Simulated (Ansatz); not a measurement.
# Al wire along [100], 12 atoms a period: bands along the axis, part 2 of 2

Aim: is the Al wire along [100], 12 atoms a period a metal or a semiconductor?

Ansatz 0.2.0; DFT PBE, plane waves, PAW; relaxation of a wire's period; PAW set soft_1 (the session's first sound run).

So far: The starting structure; Relaxing the period.

## Step 2: Relaxing the period (continued)

The steps of the relaxation:

```tsv
step	energy less that of the first step (eV)	largest force component (eV/Å)	pressure (GPa)	volume (Å³)
1	0.0000	0.3984	-1.32	668.13
2	-0.2908	0.1348	0.16	644.80
3	-0.3259	0.0272	-0.07	638.39
4	-0.3289	0.0224	-0.08	635.10
5	-0.3319	0.0122	-0.08	632.73
6	-0.3475	0.0586	-0.07	627.29
7	-0.3833	0.0853	-0.09	605.79
8	-0.3993	0.0412	-0.11	610.48
9	-0.3361	0.0865	-0.05	628.13
10	-0.3930	0.0406	-0.11	618.98
11	-0.4026	0.0057	-0.02	612.58
12	-0.4027	0.0008	-0.06	613.26
13*	-0.4010	0.0009	-0.06	613.26
```

Relaxation steps marked * repeat the geometry before them on a plane-wave basis chosen anew for their cell, so energy and pressure can jump there. Relaxation steps 9, 10 were tried and not accepted.

The run keeps the 16 symmetry operations that it works with, so distortions that break them were not tested.

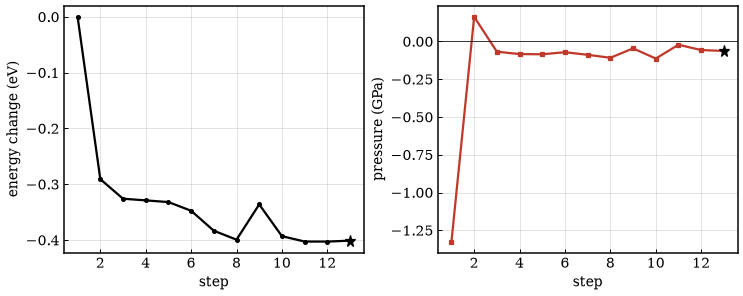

Energy and pressure along the relaxation. Stars mark steps on a basis chosen anew.

```tsv
cell as run	before	after	change
c (Å)	4.040	3.708	-8.2 %
```

The atoms that moved most (Å, along periodic axes as changes of fractional coordinates times the final cell, across vacuum about the mean position):

```tsv
atom	dx	dy	dz	length
Al4	0.005	-0.029	0.000	0.030
Al1	-0.029	0.005	0.000	0.030
Al8	-0.005	-0.029	0.000	0.030
Al7	-0.029	-0.005	0.000	0.030
Al12	0.029	0.005	0.000	0.030
Al11	0.005	0.029	0.000	0.030
Al3	-0.005	0.029	0.000	0.030
Al6	0.029	-0.005	0.000	0.030
```

Final coordinates:

```cif
data_structure
_symmetry_space_group_name_H-M 'P 1'
_symmetry_Int_Tables_number 1
_cell_length_a 12.8600
_cell_length_b 12.8600
_cell_length_c 3.7082
_cell_angle_alpha 90.000
_cell_angle_beta 90.000
_cell_angle_gamma 90.000
_cell_volume 613.26
loop_
_atom_site_label
_atom_site_type_symbol
_atom_site_fract_x
_atom_site_fract_y
_atom_site_fract_z
_atom_site_occupancy
Al1 Al 0.26211 0.57891 0.00000 1
Al2 Al 0.42185 0.42185 0.00000 1
Al3 Al 0.42109 0.73789 0.00000 1
Al4 Al 0.57891 0.26211 0.00000 1
Al5 Al 0.57815 0.57815 0.00000 1
Al6 Al 0.73789 0.42109 0.00000 1
Al7 Al 0.26211 0.42109 0.50000 1
Al8 Al 0.42109 0.26211 0.50000 1
Al9 Al 0.42185 0.57815 0.50000 1
Al10 Al 0.57815 0.42185 0.50000 1
Al11 Al 0.57891 0.73789 0.50000 1
Al12 Al 0.73789 0.57891 0.50000 1
```

Numbers from this step:

```yaml
energy_at_zero_smearing: -6443.4502 eV
cell_length_along_the_wire: 3.708 Å
```

The cell's length comes to 3.708 Å with spin left out.

## Step 3: The perfect wire

This step: DFT PBE, plane waves, PAW; bands of a perfect wire; PAW set soft_1 (Ansatz 0.2.0).

At the relaxed period the bands are computed along the axis; those that cross an energy going forward count the channels that a perfect wire would open there.

input.yaml reads:

```yaml
crystal:
  lattice:
    - [12.86, 0.0, 0.0]
    - [0.0, 12.86, 0.0]
    - [0.0, 0.0, 3.7081839341]
  atoms:
    - { symbol: Al, position: [0.262105524, 0.578914409, 0.0] }
    - { symbol: Al, position: [0.421847766, 0.421847766, 0.0] }
    - { symbol: Al, position: [0.421085591, 0.737894476, 0.0] }
    - { symbol: Al, position: [0.578914409, 0.262105524, 0.0] }
    - { symbol: Al, position: [0.578152234, 0.578152234, 0.0] }
    - { symbol: Al, position: [0.737894476, 0.421085591, 0.0] }
    - { symbol: Al, position: [0.262105524, 0.421085591, 0.5] }
    - { symbol: Al, position: [0.421085591, 0.262105524, 0.5] }
    - { symbol: Al, position: [0.421847766, 0.578152234, 0.5] }
    - { symbol: Al, position: [0.578152234, 0.421847766, 0.5] }
    - { symbol: Al, position: [0.578914409, 0.737894476, 0.5] }
    - { symbol: Al, position: [0.737894476, 0.578914409, 0.5] }
kpoints:
  mp_grid: { grid: [1, 1, 22] }
  band_path: { path: ["Γ", Z], npoints: 90 }
scf:
  occupations: { method: fermi_dirac, width: 0.05 }
hamiltonian:
  xc: pbe
  pseudopotentials: { kind: paw, azcp: { folder: soft_1 } }
output:
  dos: { e_range: [-5, 4] }
  write_potential: true
  write_density: true
  volumetric_format: npy
```

On the command line:

```
> ansatz run input.yaml --threads 4 --pin off --max-ram 16384MiB --backend cpu --events-out ev --progress --plain --runs-dir out
```

Numbers of over 12 decimals in the logs are rounded to 6 here.

The program printed:

```text
[...]
Crystal: 12 atoms, lattice volume = 613.258 Å³
Basis set: ecut = 420 eV, 12005 PW (Γ)
Bands: 30, of which v1, the nominal top of the filled ones, is band 18 counted from 1 (17 counted from 0)
Symmetry: 16 space group operations
[...]
k-points: 12 of 22
[...]
SCF iter   1: F=—  HF=-6447.165652 eV  |F-HF|=—  |Δ(HF+E_count)|=         —  Δρ=2.08e-2  dr2=2.40e1  ethr=3.10e-3  ⟨swp⟩=10.1  Hψ=2287  notcnv=0  defer=2
[...]
SCF iter   9: F=-6443.445017 eV  HF=-6443.445017 eV  |F-HF|=4.07e-9  |Δ(HF+E_count)|=   3.94e-9  Δρ=8.68e-7  dr2=7.88e-9  ethr=2.78e-10  ⟨swp⟩=17.2  Hψ=1872  notcnv=0
SCF 1 converged in 9 iterations: F = -6443.445017 eV  dr2 = 7.88e-9
[...]
NSCF: frozen V_eff on 91 k-points
WARN: The output density's exchange-correlation potential varies sharply where the density is thin. Do not read a vacuum level from v_tot or v_xc, or from such a field of the output density. On a cell that repeats whose density bears no net charge and no dipole along the vacuum's axis use v_es (v_loc + v_h of the components); under efield.dipole_correction with no amplitude use v_es + v_field, which holds any externa [...]
SCF converged after 9 iterations
Free energy (F): -6443.445017 eV
[...]
Internal energy: -6443.390684 eV  (E = F + TS)
E sigma→0 (E₀):  -6443.417850 eV
Entropy (-TS):   -0.054333 eV (-4.528 meV/atom)
Fermi energy:    -0.287770 eV
[...]
--- Band table (eV; the first three rows and the last of 12) ---
  k-point 0: bands = [... 14 lower, -0.9037, -0.4088, 0.5694, 0.5694, 0.7315, 0.7315, 0.8701, 1.8240, ... 8 higher]
  k-point 1: bands = [... 14 lower, -0.8895, -0.3877, 0.2345, 0.2345, 0.7489, 0.7489, 1.2445, 1.7795, ... 8 higher]
  k-point 2: bands = [... 14 lower, -0.8491, -0.4241, -0.4241, -0.3478, 0.7926, 0.7926, 1.1294, 1.9770, ... 8 higher]
  k-point 11: bands = [... 14 lower, -1.6109, -1.6109, -1.3960, -1.3960, 0.1803, 0.1803, 0.3231, 0.3231, ... 8 higher]
```

Run time: 18 s. Hardware: 4 threads of Intel Xeon Platinum 8259CL at 2.50GHz (Skylake/Cascade Lake), shared host; peak memory 1.3 GiB.

Reading the cycles: dr2 is the Hartree energy of the density residual (eV), the measure of convergence; HF is the Harris–Foulkes estimate of the energy, which meets the free energy F at convergence.

This step gave:

| Property | Result |
| --- | --- |
| energy at zero smearing | -6443.4179 eV |
| band gap | 0 eV |

Electronic bands along the path, in eV, zero at the Fermi level:

```tsv
point	band 15	band 16	band 17	band 18	band 19	band 20	band 21	band 22
Γ	-0.62	-0.12	0.86	0.86	1.02	1.02	1.16	2.11
Z	-1.32	-1.32	-1.11	-1.11	0.47	0.47	0.61	0.61
```

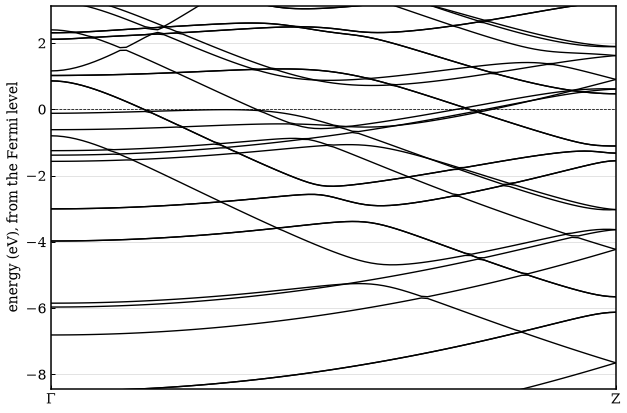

Electronic bands along the path.

Between Γ and Z the bands cross the Fermi level 8 times, so a perfect wire would conduct at least 8 G₀, with spin left out.

## Step 4: Summary of results

```json
{"cell length, PBE": "3.708 Å", "ballistic conductance by band crossings, a lower bound, PBE": "8 G₀"}
```

What this shows: Under PBE the cell's length is 3.71 Å, and the bands cross the Fermi level 8 times between Γ and Z, which gives a perfect wire at least 8 G₀ (opposite crossings within one step of the path cancel in such a count).

[Logs are printed without paths, hosts, clocks, repeated set-up lines and the standing remarks that a program may print on its own settings, such as how far it seeks lower states.]

[Hosts, paths, dates, database ids (printed as entryN), source tags and the programs' standing remarks are cut or masked in the printed files.]
